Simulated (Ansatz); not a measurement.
Formation energy of the localised charge states of Al vacancy + 3 H in corundum (start: the Al site; 3 H on the vacancy's neighbours; 120-site cell, 2×2×2 Γ-centred sampling) against the Fermi level, O-rich (Δμ(Al) = -7.45 eV, Δμ(H) = -1.25 eV, bounded by H2O molecule; only phases computed here count, gases as isolated molecules at 0 K). Method: PBE, PAW (plane waves to 420 eV; Ansatz, a first-principles code).

Charges from +1 to 0 were run; one beyond them could lie lower near a band edge.

Set-up: 120-site cell; 2×2×2 Γ-centred k-points; host gap 5.85 eV; charged states image-corrected; not converged in cell size; flagged in the runs: a host whose relaxation on this sampling wasn't shown to rest.

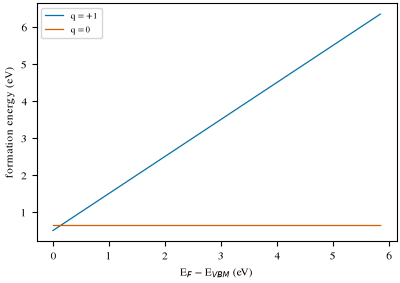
Formation energy of each charge state against the Fermi level

Crossings of the lowest lines: (+1/0) at 0.15 eV. At the valence-band maximum: q = +1: 0.50 eV; q = 0: 0.65 eV.
